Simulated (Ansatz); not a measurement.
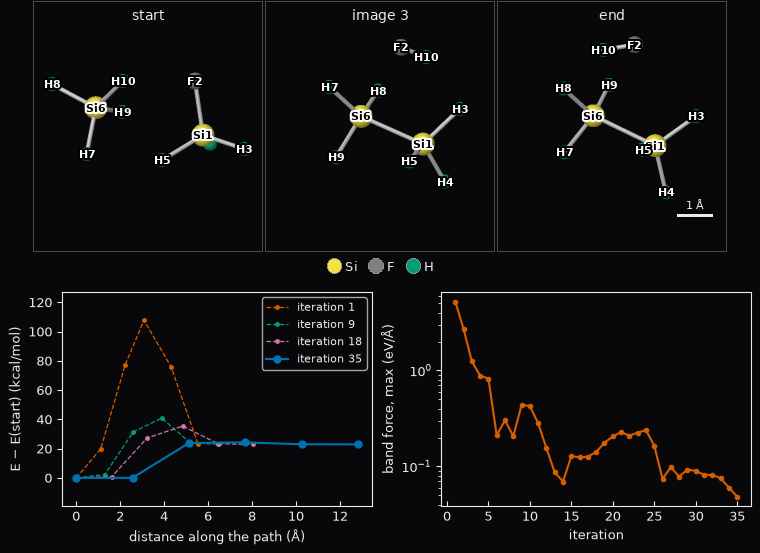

A search for the minimum-energy path of Si₂H₇F, made up at the start of SiH₃F and SiH4 by the nudged elastic band. Images are numbered from 0 (start) to 5 (end). The plot follows the band through its iterations. A ball-and-stick model, seen from a free direction.

All numbers below come from Ansatz 0.2.0, RKS PBE0/def2-SVP. Run with 4 movable images; no climbing image; force threshold 0.05 eV/Å; iteration limit 60; starting path through a guess of the saddle point.

How did the profile develop, and is the result final?

Answer. The run is converged, with reservations. The band converged in 35 iterations. The largest component of the band force went from 5.2 to 0.049 eV/Å. No image climbed, so the highest image needn't lie on the saddle point, and the true maximum along this path can be higher. The first iteration put the highest image at 107.8 kcal/mol. Forward barrier 24.3 kcal/mol, backward barrier 1.4 kcal/mol, with image 3 at the top; the reaction energy is +22.9 kcal/mol.

Limits of the set-up: the start holds two separate molecules, 2.8 Å apart at their closest, whose relative position is a soft coordinate and is computed without a dispersion correction.
